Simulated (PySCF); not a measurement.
Molecule: SMILES C=CC[SiH](OC)OC (C₅H₁₂O₂Si). Atoms near the plane z = 0.0 Å, at the GFN2-xTB optimised geometry (x, y, z in Å): Si1 (-1.4, -0.8, 0.0), O7 (0.2, -0.8, 0.0), C8 (1.1, -0.2, 0.9), H9 (-2.0, 0.5, 0.0), H19 (2.0, -0.7, 0.8), H20 (1.1, 0.8, 0.7).

Method: B3LYP/def2-SVP in PySCF 2.14.0. Cells within 0.4 Å of a nucleus heavier than hydrogen are left out (blank, or x). The values are rescaled to run from 0 to 1.

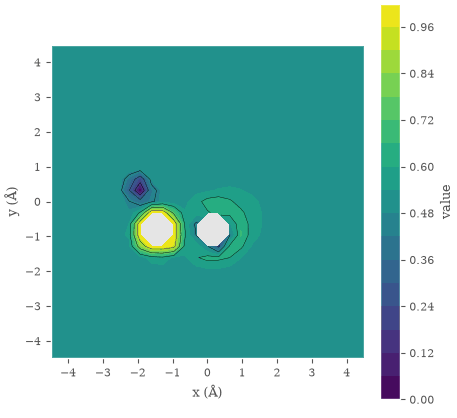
a field on the plane z = 0.0 Å.

**Question.** Which quantity is mapped?
(A) an orbital amplitude
(B) electrostatic potential
(C) electron localisation function
(D) Laplacian of the electron density

**Answer.** D, Laplacian of the electron density. In full: Laplacian of the electron density (e/bohr⁵), clipped to [-1.50, 1.50].
